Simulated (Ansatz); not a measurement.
Consider CuNi₄P₂Pd₉ (amorphous cell).

```yaml
crystal:
  lattice:
    - [6.88233, 0.79646, -0.19949]
    - [0.83525, 6.06189, 0.79740]
    - [-0.17184, 0.76835, 5.57027]
  atoms:
    - { symbol: Pd, position: [0.68101, 0.20088, 0.45707] }
    - { symbol: Pd, position: [0.44505, 0.59775, 0.03286] }
    - { symbol: Pd, position: [0.28197, 0.28400, 0.34648] }
    - { symbol: Pd, position: [0.77916, 0.84563, 0.89284] }
    - { symbol: Pd, position: [0.55016, 0.88849, 0.27874] }
    - { symbol: Pd, position: [0.43996, 0.20420, 0.83922] }
    - { symbol: Pd, position: [0.69402, 0.52134, 0.67454] }
    - { symbol: Pd, position: [0.07443, 0.45585, 0.86600] }
    - { symbol: Pd, position: [0.09398, 0.03382, 0.69002] }
    - { symbol: Ni, position: [0.81470, 0.19140, 0.05497] }
    - { symbol: Ni, position: [0.15496, 0.99493, 0.16403] }
    - { symbol: Ni, position: [0.29896, 0.64482, 0.52857] }
    - { symbol: Ni, position: [0.88452, 0.47478, 0.28569] }
    - { symbol: P, position: [0.44450, 0.89293, 0.66465] }
    - { symbol: P, position: [0.10542, 0.66932, 0.15358] }
    - { symbol: Cu, position: [0.92180, 0.80636, 0.44984] }
```

Computed without spin polarisation.

The calculation used Ansatz, DFT PBE, scalar-relativistic, plane waves, PAW.

What can the converged valence pseudo-density and electron localisation function tell about the bonding?

Ni–P (2.13 Å): the density is about 0.72 e/Å³ at the midpoint; the ELF peaks at about 0.80 in the valence shell of P, 0.7 Å from its nucleus, and is about 0.50 at the midpoint.
P–Pd (2.33 Å): ρ at the midpoint is about 0.64 e/Å³; the ELF peaks at about 0.80 in the valence shell of P, 0.8 Å from its nucleus, and is about 0.40 at the midpoint.
Cu–P (2.34 Å): ρ is about 0.46 e/Å³ halfway; the ELF peaks at about 0.70 in the valence shell of P, 0.8 Å from its nucleus, and is about 0.40 at the midpoint.

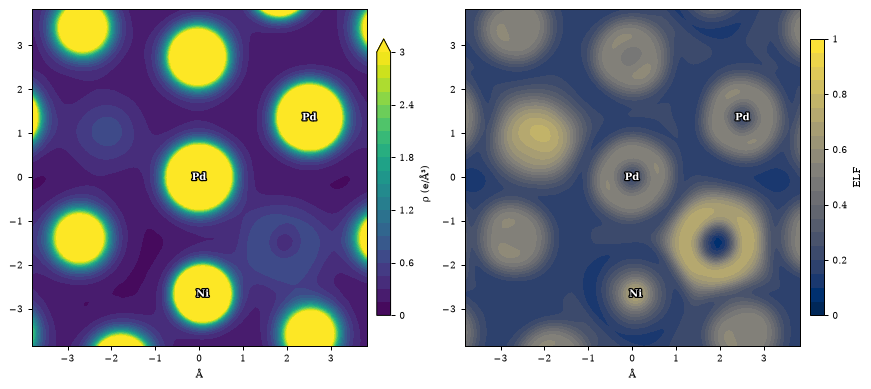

Computed valence pseudo-density and electron localisation function on the (011) plane of the calculation cell, in this order. Atoms just off the plane (Pd, 0.4 Å away and P, 0.4 Å away) can leave unmarked features too.

The density is the valence pseudo-density of a PAW calculation; it isn't the true density close to the nuclei.
